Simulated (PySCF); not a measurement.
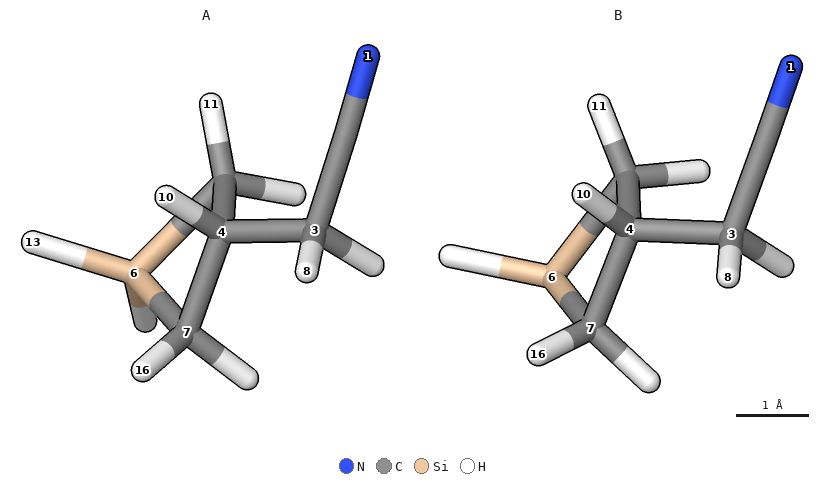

Two geometries of C$_{5}$H$_{9}$NSi, drawn at one scale. One is the start of a relaxation, the other its converged end. Style: stick. Shown from a free direction.

Method: PBE0-D3(BJ)/def2-SVP geometry optimisation, gas phase in PySCF 2.14.0, density-fitted response routines. 

Which geometry has the lower energy?

Answer. Structure A is the relaxed one. The start comes from GFN2-xTB. Its atoms were then displaced at random by about 0.01 Å. The largest move after the best rigid fit is that of an H atom, 0.46 Å. By element the largest moves are H 0.46 Å, N 0.24 Å, C 0.18 Å, Si 0.12 Å. Near-neighbour distances that change, for instance: C–C 1.578 → 1.531 Å, C–N 1.113 → 1.157 Å, H–Si 1.452 → 1.494 Å, C–C 1.515 → 1.552 Å. Among the angles between lasting bonds that change: H–Si–H 113.4° → 109.2°, C–C–Si 90.5° → 86.7°, C–C–H 112.9° → 116.5°. After 10 geometry steps the energy has fallen by 0.349 eV. Cost: 2 min on 1 thread of Intel(R) Xeon(R) Platinum 8259CL CPU @ 2.50GHz (shared host).
